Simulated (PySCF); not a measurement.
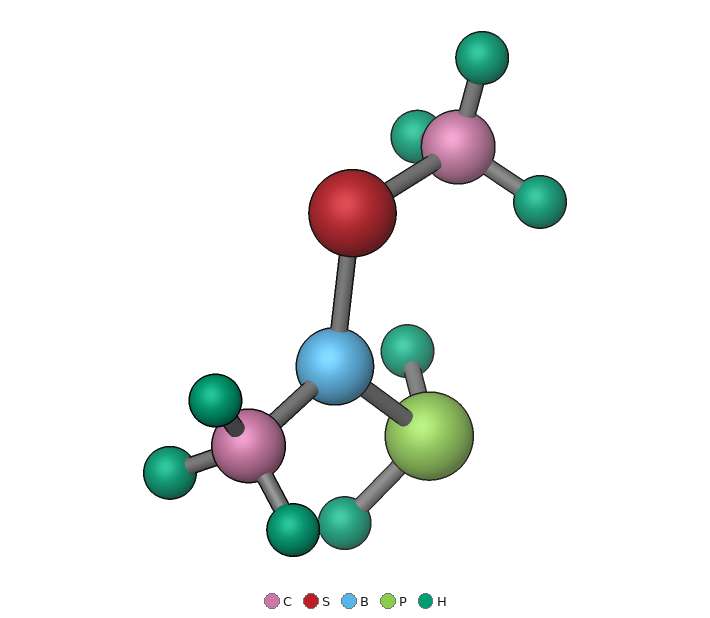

Rendered structure (ball-and-stick style). Every bond is drawn as one stick, whatever its order.

> Give the formula.

C₂H₈BPS, 13 atoms: 2 carbon, 8 hydrogen, 1 boron, 1 phosphorus and 1 sulfur.

> Count the bonded pairs by element.

6 C–H, 2 P–H, 1 C–S, 1 B–S, 1 C–B, 1 B–P.

The parts below concern this one geometry. Atoms keep their numbers from picture to picture. Computed geometry: PBE0-D3(BJ)/def2-SVP optimisation. No frequency run is at hand to confirm it as a minimum.

**Geometry**

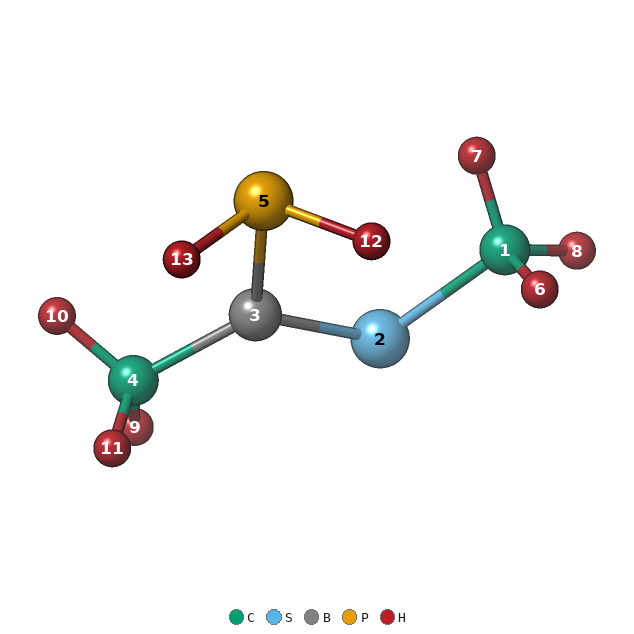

No frequency run is at hand to confirm it as a minimum.

What are the angles S2–C1–H6, S2–C1–H7, S2–C1–H8, C1–S2–B3, S2–B3–C4, S2–B3–P5, C4–B3–P5, B3–C4–H9, B3–C4–H10, B3–C4–H11, B3–P5–H12, B3–P5–H13?

| angle | degrees |
| --- | --- |
| S2–C1–H6 | 111.0 |
| S2–C1–H7 | 110.9 |
| S2–C1–H8 | 107.3 |
| C1–S2–B3 | 106.4 |
| S2–B3–C4 | 116.9 |
| S2–B3–P5 | 121.8 |
| C4–B3–P5 | 121.0 |
| B3–C4–H9 | 113.9 |
| B3–C4–H10 | 110.8 |
| B3–C4–H11 | 109.4 |
| B3–P5–H12 | 100.0 |
| B3–P5–H13 | 98.4 |

**Quadrupole coupling**

No frequency run is at hand to confirm it as a minimum. Electric field gradients from the ground-state density, PBE0/STO-3G (PySCF 2.14.0), non-relativistic apart from any core potentials.

Give the largest field-gradient component, the quadrupole coupling constant and the asymmetry for 33S at S2 (Q = −67.81 mb), 11B at B3 (Q = 40.59 mb), 2H at H6 (Q = 2.86 mb), 2H at H7 (Q = 2.86 mb).

```tsv
atom	V_zz (a.u.)	e²qQ/h (MHz)	η
S2	2.726	−43.4	0.93
B3	0.241	2.29	0.60
H6	0.282	0.189	0.03
H7	0.278	0.187	0.03
```

**Dipole moment**

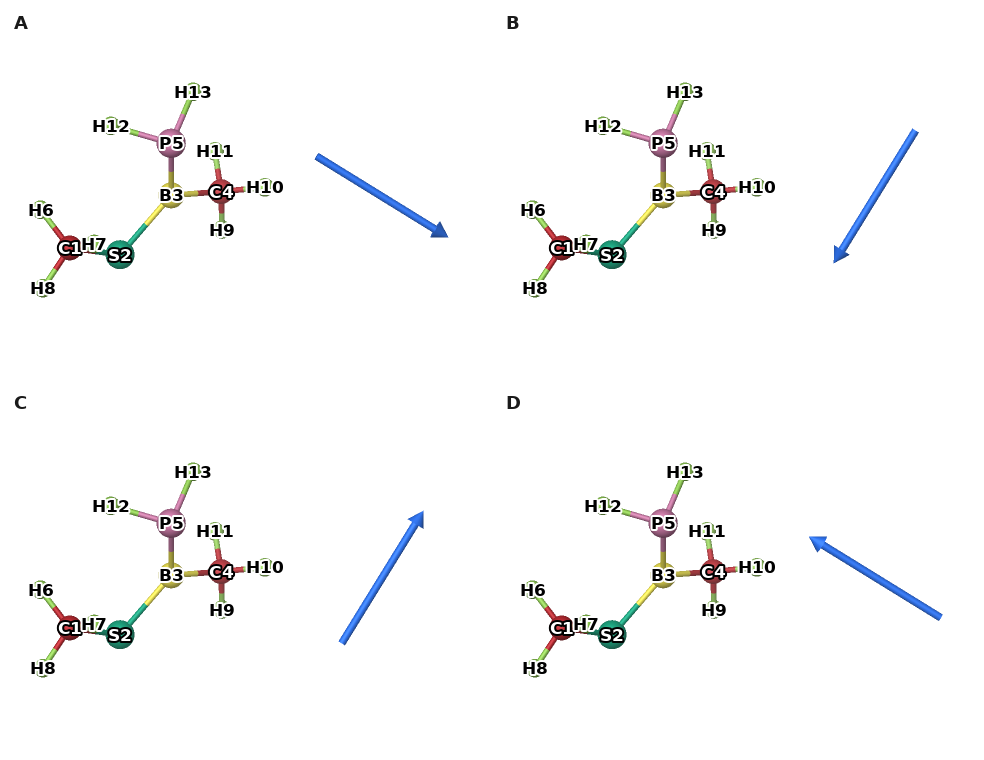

The same molecule four times, each with an arrow. No frequency run is at hand to confirm it as a minimum. Level of theory: BHandHLYP/pcSseg-1, gas phase (PySCF 2.14.0).

> Which arrow points along the dipole moment, from the negative to the positive end?

D. The dipole moment is 1.04 D; it points from the side of H10 to the side of H6 (the outermost atoms at the two ends).

**Charges**

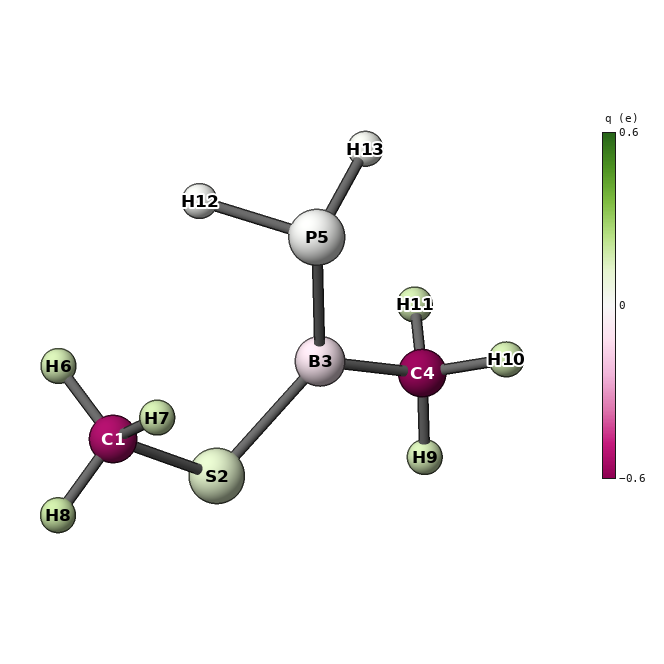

Atoms are coloured by their IAO charges. No frequency run is at hand to confirm it as a minimum. Method: PBE0/6-31G, gas phase (PySCF 2.14.0).

> Which atom carries the highest charge (most positive or least negative)?

H8 (0.18 e).

> And the lowest?

C4 (−0.57 e).

Give the IAO charges atom by atom.

```tsv
atom	value (e)
C1	−0.52
S2	0.12
B3	−0.08
C4	−0.57
P5	0.01
H6	0.16
H7	0.17
H8	0.18
H9	0.16
H10	0.17
H11	0.17
H12	0.01
H13	0.02
```
